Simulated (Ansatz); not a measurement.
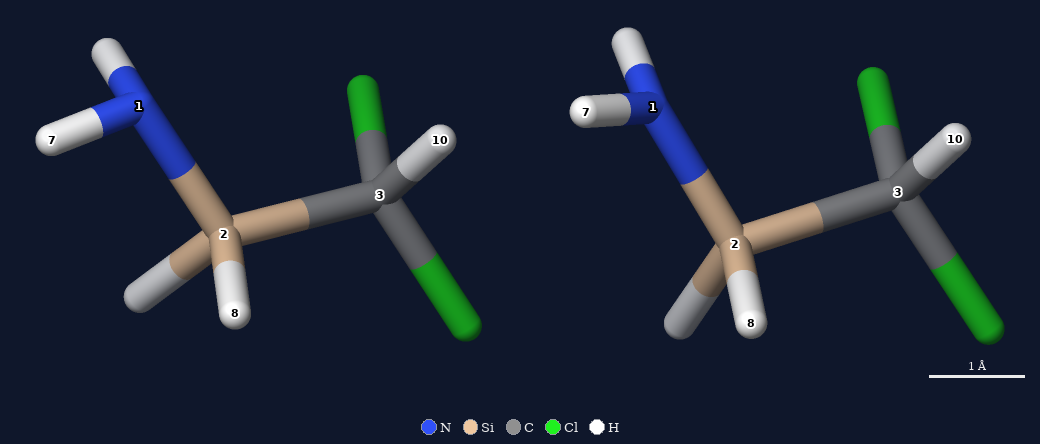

Two geometries of CH$_{5}$Cl$_{2}$NSi (coarse preliminary run), drawn at one scale. One is the start of a relaxation, the other its converged end. A stick model, seen at a tilt.

Level of theory: Ansatz 0.2.0, RKS PBE-D4/def2-SVP. Set-up: force threshold 0.03 eV/Å; at most 200 steps.

> Which of the two is the end point?

The right one is the relaxed one. The start comes from a force field. The energy falls by 0.571 eV in 7 accepted moves (9 points after the start). The largest force component goes from 2.2 to 0.011 eV/Å. The line search rejected the trial steps at points 3, 4 of the run. The largest move after the best rigid fit is that of an H atom, 0.42 Å. Largest moves by element: H 0.42 Å, Si 0.15 Å, Cl 0.14 Å, N 0.14 Å, C 0.04 Å. Some distances before and after: C–Si 1.832 → 1.916 Å, C–Cl 1.721 → 1.798 Å, H–Si 1.441 → 1.502 Å, H–Si 1.459 → 1.507 Å. Bond angles that change, for instance: N–Si–H 104.3° → 117.8°, Si–N–H 107.1° → 119.7°, H–N–H 99.7° → 111.1°. Cost: 15 s on 4 threads of Arm Neoverse V1, with other jobs on the host.
